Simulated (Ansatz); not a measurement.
Input file:

```
crystal:
  periodic: [false, false, false]
  atoms:
    - {symbol: C, position_ang: [-0.846366, -0.845791, 1.551727]}
    - {symbol: C, position_ang: [-0.106358, -0.586309, 0.300895]}
    - {symbol: F, position_ang: [0.389462, -1.699027, -0.282006]}
    - {symbol: C, position_ang: [0.119150, 0.577132, -0.295270]}
    - {symbol: C, position_ang: [0.859219, 0.836627, -1.546066]}
    - {symbol: F, position_ang: [-0.376693, 1.689849, 0.287618]}
    - {symbol: H, position_ang: [-0.196726, -1.330134, 2.286338]}
    - {symbol: H, position_ang: [-1.691649, -1.513930, 1.363701]}
    - {symbol: H, position_ang: [-1.220030, 0.086424, 1.971484]}
    - {symbol: H, position_ang: [1.704787, 1.504378, -1.357932]}
    - {symbol: H, position_ang: [0.209727, 1.321415, -2.280511]}
    - {symbol: H, position_ang: [1.232478, -0.095635, -1.966077]}
basis:
  gaussian: {orbitals: def2-TZVPP}
hamiltonian: {xc: pbe0, dispersion: d4}
output: {orbitals: {seedname: orbitals}}
```

Command:

```sh
ansatz run in.yaml --threads 4 --pin off --events-out ev --progress --plain --max-ram 10444MiB
```

Geometry: PBE0-D4/def2-TZVP.

Level of theory: RKS PBE0-D4/def2-TZVPP (Ansatz).

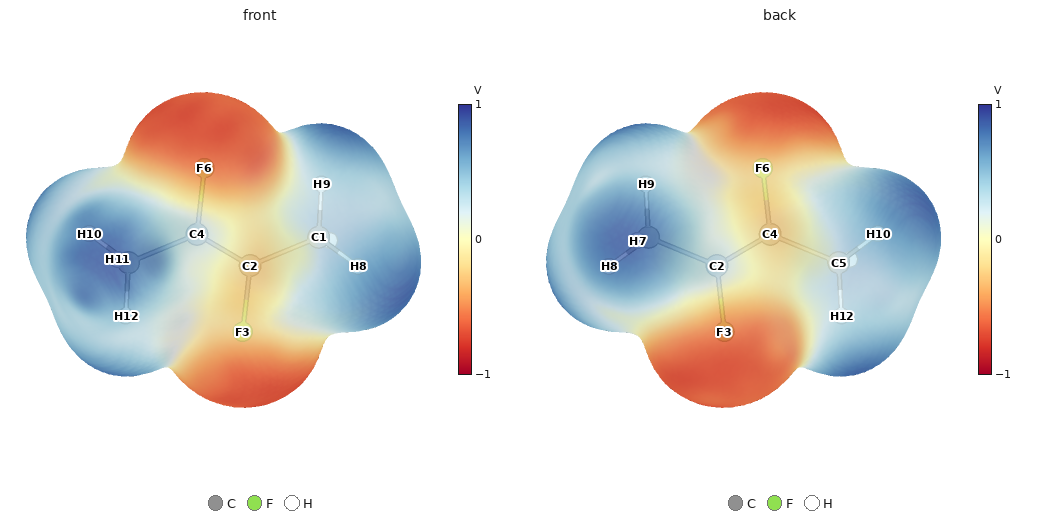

C4H6F2 (SMILES CC(F)=C(C)F). The molecular electrostatic potential painted on the density surface at 0.002 e/bohr³, seen from the front and from behind; the colour scale runs from red (negative) to blue (positive).

### Where is the surface potential most negative and most positive?

The most negative region (about −0.7 V, or −16 kcal/mol for a unit charge) lies over F3 and F6, the most positive (about +0.9 V, or +21 kcal/mol for a unit charge) over the H atoms.
